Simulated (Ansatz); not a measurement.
# Calculations on GaN2H5BrCl

Part 1: Relaxation

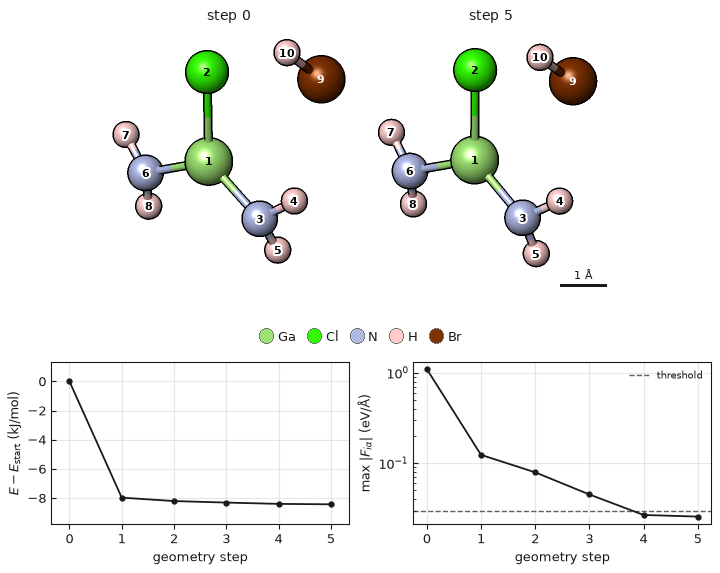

First and last geometry of a relaxation of GaN2H5BrCl, with the history of the run. Style: ball-and-stick. Shown at a tilt.

The run prepares an end point of a later path (reaction) calculation, from a guessed geometry.

Level of theory: RKS PBE-D4/def2-SVP in Ansatz 0.2.0. (no spin polarisation; force threshold 0.03 eV/Å; at most 50 steps)

Did the run converge, and what did it change?

It converged. Br9 moves most after the best rigid fit: 0.25 Å. Largest moves by element: Br 0.25 Å, H 0.24 Å, Cl 0.17 Å, Ga 0.10 Å, N 0.07 Å. Some distances before and after: Ga1–Br9 3.619 → 3.298 Å, Br9–H10 1.509 → 1.469 Å, Ga1–Cl2 2.228 → 2.218 Å. Over 5 geometry steps the energy falls by 8.42 kJ/mol. Largest force component: 1.1 eV/Å at the start, 0.026 eV/Å at the end. Cost: 11 s on 4 threads of Intel(R) Xeon(R) Platinum 8259CL CPU @ 2.50GHz (Skylake/Cascade Lake), on a shared host, peak memory 0.24 GiB.

```
step  E − E(0), kJ/mol  largest force component, eV/Å
   0              0.00                         1.0964
   1             -7.97                         0.1238
   2             -8.20                         0.0794
   3             -8.31                         0.0452
   4             -8.40                         0.0268
   5             -8.42                         0.0257
```

Limits of the set-up: the start holds two separate molecules, 2.6 Å apart at their closest, whose relative position is a soft coordinate.

Part 2: Relaxation

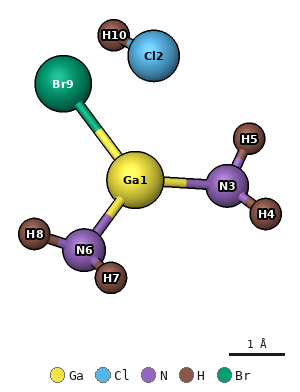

This is the input geometry for a relaxation of GaN2H5BrCl. A ball-and-stick model, seen at a tilt.

The run prepares an end point of a later path (reaction) calculation, from a guessed geometry.

Level of theory: RKS PBE-D4/def2-SVP in Ansatz.

The input:
```yaml
crystal:
  periodic: [false, false, false]
  atoms:
    - { symbol: Ga, position_ang: [0.043629, 0.692995, -0.636193] }
    - { symbol: Cl, position_ang: [-0.101007, -0.061721, 2.714017] }
    - { symbol: "N", position_ang: [1.679464, 0.049087, -1.13005] }
    - { symbol: H, position_ang: [1.794996, -0.966694, -1.230345] }
    - { symbol: H, position_ang: [2.492823, 0.445369, -0.647488] }
    - { symbol: "N", position_ang: [-1.607755, 0.085858, -1.144368] }
    - { symbol: H, position_ang: [-1.758855, -0.928892, -1.115081] }
    - { symbol: H, position_ang: [-2.399187, 0.557449, -0.694007] }
    - { symbol: Br, position_ang: [0.082632, 2.929909, 0.235881] }
    - { symbol: H, position_ang: [-0.035639, 1.23784, 2.394433] }
basis:
  gaussian: { orbitals: def2-SVP }
hamiltonian:
  xc: pbe
  dispersion: d4
relax:
  f_tol: 0.03
  max_steps: 50
```

Run as
```bash
ansatz run input.yaml --threads 4 --pin off --max-ram 5120MiB --backend cpu --events-out ev --progress --plain --runs-dir out
```

> Predict the outcome.

Over 6 accepted moves (8 points after the start) the energy falls by 7.24 kJ/mol. The largest force component goes from 0.83 to 0.0023 eV/Å. The line search rejected the trial steps at points 2, 3 of the run. The forces were under the threshold at step 5, but the run went on from there. H10 moves most after the best rigid fit: 0.27 Å. By element the largest moves are H 0.27 Å, Cl 0.24 Å, Br 0.17 Å, Ga 0.11 Å, N 0.06 Å. Among the contacts that change: Ga1–Cl2 3.437 → 3.103 Å, Ga1–Br9 2.401 → 2.361 Å, Cl2–H10 1.340 → 1.326 Å, Ga1–N3 1.826 → 1.830 Å. The run took 16 s on 4 threads of Intel(R) Xeon(R) Platinum 8259CL CPU @ 2.50GHz (Skylake/Cascade Lake), with other jobs on the host, peak memory 0.25 GiB.

Step by step:

```json
{"step": "0", "E − E(0), kJ/mol": "0.00", "largest force component, eV/Å": "0.8307", "note": ""}
{"step": "1", "E − E(0), kJ/mol": "-6.68", "largest force component, eV/Å": "0.2069", "note": ""}
{"step": "2", "E − E(0), kJ/mol": "-5.58", "largest force component, eV/Å": "0.3185", "note": "rejected"}
{"step": "3", "E − E(0), kJ/mol": "-6.67", "largest force component, eV/Å": "0.1736", "note": "rejected"}
{"step": "4", "E − E(0), kJ/mol": "-7.06", "largest force component, eV/Å": "0.0544", "note": ""}
{"step": "5", "E − E(0), kJ/mol": "-7.20", "largest force component, eV/Å": "0.0145", "note": ""}
{"step": "6", "E − E(0), kJ/mol": "-7.22", "largest force component, eV/Å": "0.0700", "note": ""}
{"step": "7", "E − E(0), kJ/mol": "-7.23", "largest force component, eV/Å": "0.0458", "note": ""}
{"step": "8", "E − E(0), kJ/mol": "-7.24", "largest force component, eV/Å": "0.0023", "note": ""}
```

Final geometry:

```xyz
10

Ga    0.0292    0.6630   -0.5305
Cl   -0.0213    0.0059    2.5021
N     1.6657    0.0473   -1.0709
H     1.7844   -0.9666   -1.1581
H     2.4710    0.4408   -0.5752
N    -1.6149    0.1044   -1.1096
H    -1.7687   -0.9056   -1.1883
H    -2.4166    0.5321   -0.6368
Br    0.0568    2.8409    0.3808
H     0.0056    1.2791    2.1332
```

The end point in the same view:

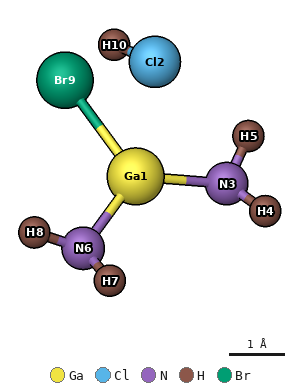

Limits of the set-up: the start holds two separate molecules, 2.7 Å apart at their closest, whose relative position is a soft coordinate.

Part 3: Path

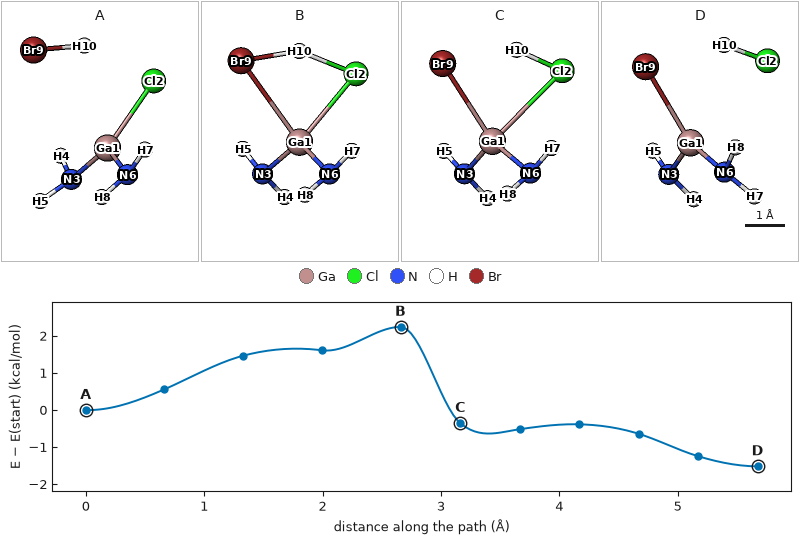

NEB run on GaN$_{2}$H$_{5}$BrCl. Images are numbered from 0 (start) to 10 (end). Frames A to D are images 0, 4, 5, 10. A ball-and-stick model, seen from a free direction.

Computed with RKS PBE-D4/def2-SVP (Ansatz 0.2.0). Settings: 9 movable images; climbing image; force threshold 0.05 eV/Å; iteration limit 60; starting path through a guess of the saddle point.

Question: Describe the mechanism and the energy profile.

Answer: Breaking: Br9–H10 (1.47 → 1.64 at the top → 2.35 Å), Ga1–Cl2 (2.22 → 2.38 at the top → 3.10 Å). Forming: Cl2–H10 (2.19 → 1.68 at the top → 1.33 Å), Ga1–Br9 (3.30 → 2.66 at the top → 2.36 Å). Forward barrier 2.24 kcal/mol, backward barrier 3.76 kcal/mol, with image 4 at the top; the reaction energy is −1.52 kcal/mol. The band converged in 14 iterations. The largest component of the band force went from 24 to 0.047 eV/Å. The climbing image converged on the top of the path. Its vibrational analysis gives one imaginary mode (152i cm⁻¹), as a transition state must have.

Cost: 3.4 min on 4 threads of Intel(R) Xeon(R) Platinum 8259CL CPU @ 2.50GHz (Skylake/Cascade Lake), on a shared host, peak memory 0.27 GiB.
